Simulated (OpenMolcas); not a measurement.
C2H7NSi (SMILES C=NC[SiH3]): the HOMO–LUMO gap, rung by rung

C2H7NSi has 11 atoms, charge 0, and is taken as a singlet. SMILES: `C=NC[SiH3]`. The coordinates come from a PBE0-D4/def2-TZVP relaxation. This is one conformer, not always the lowest.

Each level gives the HOMO–LUMO gap (eV). The values are calculated.

| level | kind | program | value (eV) | CPU time |
| --- | --- | --- | --- | --- |
| PBE/cc-pVDZ | GGA | OpenMolcas | 4.47 | 40 s |
| revPBE/cc-pVDZ | GGA | OpenMolcas | 4.52 | 42 s |
| M06-L/cc-pVDZ | meta-GGA | OpenMolcas | 5.04 | 56 s |
| TPSS/cc-pVDZ | meta-GGA | OpenMolcas | 4.80 | 56 s |
| r2SCAN/cc-pVDZ | meta-GGA | OpenMolcas | 4.99 | 54 s |
| B3LYP/cc-pVDZ | global hybrid | OpenMolcas | 6.63 | 39 s |
| M06-2X/cc-pVDZ | hybrid meta-GGA | OpenMolcas | 9.59 | 51 s |
| B2PLYP/cc-pVDZ | double hybrid | OpenMolcas | 10.15 | 28 s |

The values span 4.47 to 10.15 eV. Orbital gaps aren't excitation energies, and those of double hybrids come from the SCF part alone; they tend to grow with the share of exact exchange. CPU times are rough (shared hosts, several kinds of processor and program).

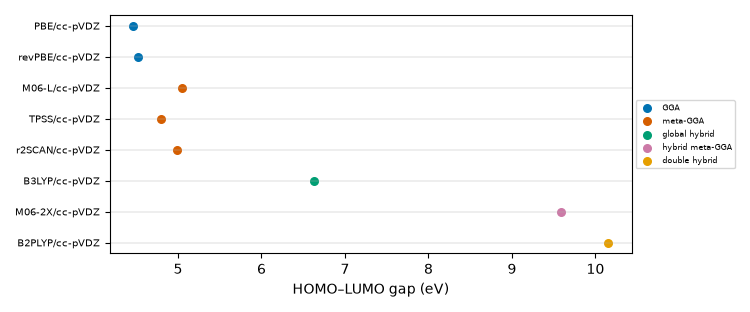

The values of the table, level by level.
